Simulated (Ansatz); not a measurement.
# Geometry relaxation, with input and output: SiF$_{4}$

SiF$_{4}$, computed with RKS PBE0-D4/def2-TZVP (Ansatz 0.2.0).

Figures and captions count atoms from 1; the log counts them from 0 in places.

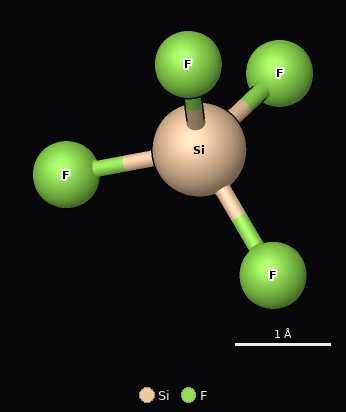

Fig. 1: The input geometry (ball-and-stick view, seen at a tilt). Bond lengths as drawn: F–Si 1.56 to 1.57 Å.

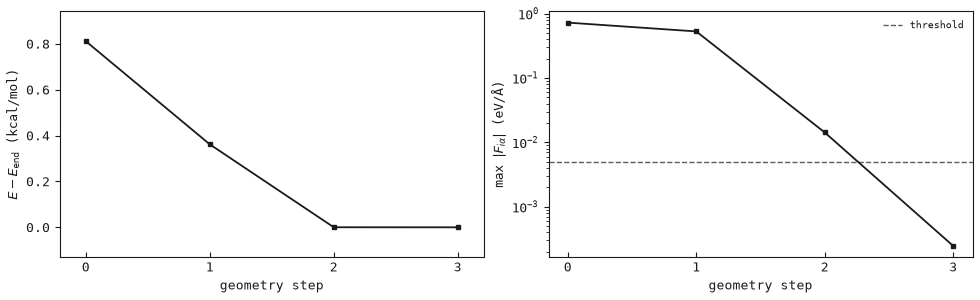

Fig. 2: Progress of the relaxation, step by step (the first geometry is step 0 here and step 1 in the log).

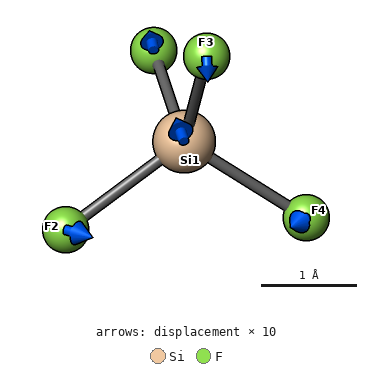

Fig. 3: The starting structure with the displacements as blue arrows, magnified 10 times (ball-and-stick view, seen at a tilt). The two geometries are laid on each other by the best rigid fit. After 3 geometry steps the energy has fallen by 0.81 kcal/mol. The largest force component goes from 0.73 to 0.00025 eV/Å. The largest move after the best rigid fit is that of Si1, 0.039 Å. By element the largest moves are Si 0.039 Å, F 0.037 Å. Among the contacts that change: Si1–F5 1.568 → 1.562 Å. Among the angles that change: F2–Si1–F5 106.8° → 109.5°, F2–Si1–F3 111.5° → 109.5°, F3–Si1–F4 111.5° → 109.5°. (Atoms are counted from 1 in the order of the input.)

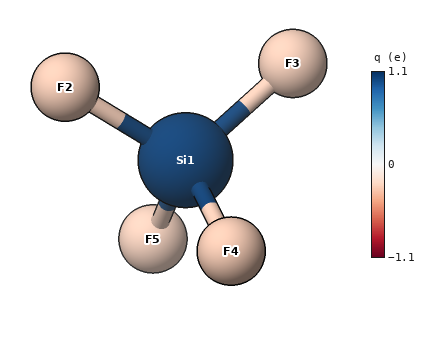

Fig. 4: Mulliken charges, as the colour of each atom (ball-and-stick view, seen at a tilt; atoms are numbered from 1 in the order of the input; Mulliken charges depend strongly on the basis). By element: Si +1.04 and F −0.26 e.

These pictures come from the run below.

### Input file
```yaml
crystal:
  periodic: [false, false, false]
  atoms:
    - {symbol: Si, position_ang: [-2.176513, 1.932986, -1.654612]}
    - {symbol: F, position_ang: [-1.716210, 3.243756, -0.934396]}
    - {symbol: F, position_ang: [-0.978295, 1.212797, -2.356821]}
    - {symbol: F, position_ang: [-2.943324, 0.965946, -0.696738]}
    - {symbol: F, position_ang: [-3.180896, 2.361797, -2.780041]}
basis:
  gaussian: {orbitals: def2-TZVP}
hamiltonian: {xc: pbe0, dispersion: d4}
relax: {f_tol: 0.005, max_steps: 200}
```

Command:
```bash
ansatz run in.yaml --threads 4 --pin off --events-out ev --progress --plain --max-ram 66560MiB --backend cuda --devices 0, --max-vram 37GiB
```

### What the program printed
```
Functional definition: PBE0
  name "PBE0"
  cite "Adamo & Barone, J. Chem. Phys. 110, 6158 (1999) doi:10.1063/1.478522"
  cite "Perdew, Burke & Ernzerhof, Phys. Rev. Lett. 77, 3865 (1996) doi:10.1103/PhysRevLett.77.3865"
  parent pbe
  parameter a = 0.25
  parameter kappa = 0.804
  parameter beta = 0.06672455060314922
  exchange = (1 - a)*pbe_x(kappa = kappa, mu = beta*pi^2/3) + a*exact_x
  correlation = pbe_c(beta = beta)
892 factors; their error is unknown
mean field evaluation 1: about -18739.9588 eV, gradient 5.7e1 eV
mean field evaluation 2: about -18735.9130 eV, gradient 8.1e1 eV
mean field evaluation 4: about -18744.0886 eV, gradient 4.4e-1 eV
mean field evaluation 8: about -18744.1643 eV, gradient 1.1e-2 eV
mean field -18744.16427502 eV, -688.8353318561 hartree, gradient 1.2e-5 eV, S^2 0.000000; 0 other end points of the search recorded, 0 dependent functions left out
the calculation of the forces begins
reference -18744.16429396 eV, -688.8353325521 hartree; 25, 25 occupied and 136, 136 virtual orbitals, 892 factors
relax step   1: F+E_penalty+E_count = -18744.23537472 eV  Δ(F+E_penalty+E_count) = +0.000e0 eV  max|allowed force component| = 7.252e-1 eV/Å  Δτ_max = 0.0000 Å  (24 SCF iters, accepted)
these checks for a lower state are left out or cut short: starts, cluster_reference, orbital_swaps, neighbouring_geometries, increment
892 factors; their error is unknown
mean field evaluation 16: about -18744.1084 eV, gradient 5.8e-3 eV
mean field -18744.18376477 eV, -688.8360480913 hartree, gradient 2.5e-5 eV, S^2 0.000000; 0 other end points of the search recorded, 0 dependent functions left out
the calculation of the forces begins
reference -18744.18378369 eV, -688.8360487864 hartree; 25, 25 occupied and 136, 136 virtual orbitals, 892 factors
relax step   2: F+E_penalty+E_count = -18744.25487840 eV  Δ(F+E_penalty+E_count) = -1.950e-2 eV  max|allowed force component| = 5.291e-1 eV/Å  Δτ_max = 0.0127 Å  (26 SCF iters, accepted)
these checks for a lower state are left out or cut short: starts, cluster_reference, orbital_swaps, neighbouring_geometries, increment
892 factors; their error is unknown
mean field -18744.19942188 eV, -688.8366234793 hartree, gradient 2.7e-5 eV, S^2 0.000000; 0 other end points of the search recorded, 0 dependent functions left out
the calculation of the forces begins
reference -18744.19944075 eV, -688.8366241727 hartree; 25, 25 occupied and 136, 136 virtual orbitals, 892 factors
relax step   3: F+E_penalty+E_count = -18744.27056315 eV  Δ(F+E_penalty+E_count) = -1.568e-2 eV  max|allowed force component| = 1.424e-2 eV/Å  Δτ_max = 0.0260 Å  (25 SCF iters, accepted)
these checks for a lower state are left out or cut short: starts, cluster_reference, orbital_swaps, neighbouring_geometries, increment
892 factors; their error is unknown
mean field evaluation 32: about -18744.1994 eV, gradient 5.9e-5 eV
mean field -18744.19943508 eV, -688.8366239643 hartree, gradient 5.9e-5 eV, S^2 0.000000; 0 other end points of the search recorded, 0 dependent functions left out
the calculation of the forces begins
reference -18744.19945394 eV, -688.8366246577 hartree; 25, 25 occupied and 136, 136 virtual orbitals, 892 factors
relax step   4: F+E_penalty+E_count = -18744.27057289 eV  Δ(F+E_penalty+E_count) = -9.744e-6 eV  max|allowed force component| = 2.459e-4 eV/Å  Δτ_max = 0.0007 Å  (18 SCF iters, accepted)
892 factors; their error is unknown
mean field -18744.19943508 eV, -688.8366239643 hartree, gradient 5.9e-5 eV, S^2 0.000000; 1 other end points of the search recorded, 0 dependent functions left out
the calculation of the forces begins
reference -18744.19945394 eV, -688.8366246577 hartree; 25, 25 occupied and 136, 136 virtual orbitals, 892 factors
Total energy: -18744.27059176 eV, -688.8392389242 hartree
Atom 0 at    -2.199050     1.943460    -1.684523 Å, force     0.000099    -0.000049     0.000131 eV/Å
Atom 1 at    -1.705893     3.212209    -0.918860 Å, force    -0.000105    -0.000239    -0.000024 eV/Å
Atom 2 at    -0.976240     1.215912    -2.328401 Å, force    -0.000210     0.000153    -0.000043 eV/Å
Atom 3 at    -2.912910     0.977578    -0.686199 Å, force     0.000077     0.000246    -0.000083 eV/Å
Atom 4 at    -3.201144     2.368123    -2.804625 Å, force     0.000139    -0.000111     0.000019 eV/Å
Dipole moment:    -0.000006     0.000008    -0.000004 e Å
```

### Trajectory as extended XYZ (Å, eV, eV/Å), 4 frames, from step=1 to step=4
```
5
Properties=species:S:1:pos:R:3:forces:R:3 step=1 energy=-18744.23538
Si   -2.1765    1.9330   -1.6546   -0.4921   0.2970  -0.7252
F    -1.7162    3.2438   -0.9344    0.1240  -0.3444   0.1559
F    -0.9783    1.2128   -2.3568    0.0250   0.0240   0.3605
F    -2.9433    0.9659   -0.6967    0.3098   0.0517   0.1560
F    -3.1809    2.3618   -2.7800    0.0333  -0.0284   0.0529
5
Properties=species:S:1:pos:R:3:forces:R:3 step=2 energy=-18744.25488
Si   -2.1840    1.9364   -1.6643   -0.3617   0.2100  -0.5291
F    -1.7123    3.2333   -0.9299    0.0842  -0.2164   0.1153
F    -0.9775    1.2138   -2.3463    0.0253   0.0103   0.2301
F    -2.9329    0.9692   -0.6936    0.1985   0.0301   0.1150
F    -3.1885    2.3646   -2.7885    0.0536  -0.0339   0.0687
5
Properties=species:S:1:pos:R:3:forces:R:3 step=3 energy=-18744.27056
Si   -2.1990    1.9434   -1.6844    0.0021   0.0000   0.0030
F    -1.7060    3.2124   -0.9194    0.0035   0.0053   0.0075
F    -0.9764    1.2159   -2.3281    0.0085  -0.0045  -0.0047
F    -2.9129    0.9774   -0.6867   -0.0032  -0.0043   0.0085
F    -3.2010    2.3683   -2.8040   -0.0108   0.0035  -0.0142
5
Properties=species:S:1:pos:R:3:forces:R:3 step=4 energy=-18744.27057
Si   -2.1991    1.9435   -1.6845    0.0001   0.0000   0.0001
F    -1.7059    3.2122   -0.9189   -0.0001  -0.0002   0.0000
F    -0.9762    1.2159   -2.3284   -0.0002   0.0002   0.0000
F    -2.9129    0.9776   -0.6862    0.0001   0.0002  -0.0001
F    -3.2011    2.3681   -2.8046    0.0001  -0.0001   0.0000
```

### Results in brief

- outcome: converged
- total energy: −18744.2706 eV
- mean-field energy: −18744.1995 eV
- dispersion energy: −0.0711 eV
- SCF solution under orbital rotations: stable
- largest force (length of the vector) at the end: under 0.001 eV/Å
- dipole moment: 0.00 D
- hardware: 4 CPU threads, shared host
- wall time: 8 s (CPU time 9.4 s)
- peak memory: 1.5 GiB
